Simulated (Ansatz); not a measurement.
# SiHBrF2 (SMILES F[SiH](F)Br) at B3LYP/6-31G(d) (Cartesian functions)

Aim: the vertical ionisation energy of SiHBrF2 at B3LYP/6-31G* (Cartesian functions), from 2 runs. 

The calculation is run with Ansatz 0.2.0.

36 further runs of the same task are left out: 36 set aside as unsound or not needed. Runs told in other sessions of the task aren't counted.

**1. The system as given**

SiHBrF2 has 5 atoms, charge 0, and is taken as a singlet. SMILES: `F[SiH](F)Br`. The shape is that of a PBE0-D4/def2-TZVP optimisation.

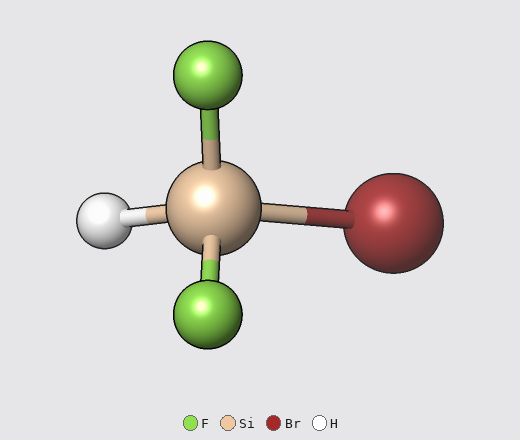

The structure, seen from a chosen angle (fluorine green, silicon light orange, bromine red, hydrogen white).

**2. The energy at B3LYP/6-31G(d) (Cartesian functions)**

Input file in.yaml:

```yaml
crystal:
  periodic: [false, false, false]
  atoms:
    - symbol: F
      position_ang: [-0.224900, -0.396300, 1.531900]
    - symbol: Si
      position_ang: [0.124200, 0.002500, 0.045800]
    - symbol: F
      position_ang: [0.210200, 1.576700, -0.017200]
    - symbol: Br
      position_ang: [-1.476800, -0.678900, -1.271900]
    - symbol: H
      position_ang: [1.417200, -0.577700, -0.330000]
basis:
  gaussian: {orbitals: "6-31G*"}
hamiltonian: {xc: {name: B3LYP}}
accuracy: high
output: {orbitals: {seedname: orbitals}}
```

Launch:

```bash
$ ansatz run in.yaml --threads 1 --pin off --max-ram 2610MiB --events-out events.jsonl --progress --plain --runs-dir runs
```

Standard output:

```text
Warning: RAYON_NUM_THREADS=1 ignored (pool sized by the plan → 1); use --threads N
Functional definition: B3LYP
  name "B3LYP"
  parameter a0 = 0.2
  parameter ax = 0.72
  parameter ac = 0.81
  exchange = (1 - a0 - ax)*slater_x + ax*b88_x + a0*exact_x
  correlation = (1 - ac)*vwn_rpa_c + ac*lyp_c
1616 factors; integrals over basis functions are off by at most 7.0e-9 eV
mean field evaluation 1: about -83368.5297 eV, gradient 4.0e1 eV
mean field evaluation 2: about -83365.0725 eV, gradient 6.4e1 eV
mean field evaluation 4: about -83370.8795 eV, gradient 1.0e0 eV
mean field evaluation 8: about -83370.9523 eV, gradient 4.8e-2 eV
mean field evaluation 16: about -83370.9523 eV, gradient 7.9e-6 eV
mean field -83370.95226051 eV, -3063.8259847127 hartree, gradient 6.6e-8 eV, S^2 0.000000; 0 other end points of the search recorded, 0 dependent functions left out
reference -83370.95229537 eV, -3063.8259859938 hartree; 34, 34 occupied and 52, 52 virtual orbitals, 1616 factors
Total energy: -83370.95229537 eV, -3063.8259859938 hartree
```

Wall time 6.9 s (1 thread of Arm Neoverse V1, shared host); peak memory 0.28 GiB.

**3. The doublet cation, same level**

Input file job.yaml:

```yaml
crystal:
  periodic: [false, false, false]
  atoms:
    - {symbol: F, position_ang: [-0.224900, -0.396300, 1.531900]}
    - {symbol: Si, position_ang: [0.124200, 0.002500, 0.045800]}
    - {symbol: F, position_ang: [0.210200, 1.576700, -0.017200]}
    - {symbol: Br, position_ang: [-1.476800, -0.678900, -1.271900]}
    - {symbol: H, position_ang: [1.417200, -0.577700, -0.330000]}
basis:
  gaussian:
    orbitals: "6-31G*"
total_charge: 1
magnetization:
  spin_polarized: true
  initial_magnetization: 1
hamiltonian:
  xc: {name: B3LYP}
accuracy: high
output: {orbitals: {seedname: orbitals}}
```

Launch:

```bash
$ ansatz run job.yaml --threads 1 --pin off --max-ram 2610MiB --events-out events.jsonl --progress --plain --runs-dir runs
```

Standard output:

```text
Warning: RAYON_NUM_THREADS=1 ignored (pool sized by the plan → 1); use --threads N
Functional definition: B3LYP
  name "B3LYP"
  parameter a0 = 0.2
  parameter ax = 0.72
  parameter ac = 0.81
  exchange = (1 - a0 - ax)*slater_x + ax*b88_x + a0*exact_x
  correlation = (1 - ac)*vwn_rpa_c + ac*lyp_c
1617 factors; integrals over basis functions are off by at most 7.0e-9 eV
mean field evaluation 1: about -83349.1382 eV, gradient 5.6e1 eV
mean field evaluation 2: about -83299.4831 eV, gradient 1.3e2 eV
mean field evaluation 4: about -83359.0870 eV, gradient 4.7e0 eV
mean field evaluation 8: about -83359.2307 eV, gradient 9.8e-2 eV
mean field evaluation 16: about -83359.2310 eV, gradient 1.1e-3 eV
mean field evaluation 32: about -83359.2310 eV, gradient 4.6e-6 eV
mean field evaluation 64: about -83359.2159 eV, gradient 9.9e-1 eV
mean field -83359.23099185 eV, -3063.3952360345 hartree, gradient 1.2e-8 eV, S^2 0.752818; 5 other end points of the search recorded, 0 dependent functions left out
reference -83359.23102685 eV, -3063.3952373204 hartree; 34, 33 occupied and 52, 53 virtual orbitals, 1617 factors
Total energy: -83359.23102685 eV, -3063.3952373204 hartree
```

Wall time 37 s (1 thread of Arm Neoverse V1, shared host); peak memory 0.46 GiB.

**4. Results**

Level: B3LYP/6-31G* (Cartesian functions).

| quantity | value |
| --- | --- |
| singlet SiHBrF2: total energy | -3063.82599 Eh |
| singlet SiHBrF2: HOMO energy | -8.82 eV |
| singlet SiHBrF2: LUMO energy | 0.26 eV |
| singlet SiHBrF2: HOMO–LUMO gap | 9.08 eV |
| doublet cation: total energy | -3063.39524 Eh |
| doublet cation: HOMO energy (highest over α and β) | -16.41 eV |
| doublet cation: LUMO energy (lowest over α and β) | -14.55 eV |
| doublet cation: ⟨S²⟩ | 0.753 |
| vertical ionisation energy (to the doublet cation) | 11.721 eV |

What this shows: The vertical ionisation energy comes to 11.72 eV (270 kcal/mol). The negative HOMO energy of the first species, 8.82 eV, lies 2.90 eV below that difference.
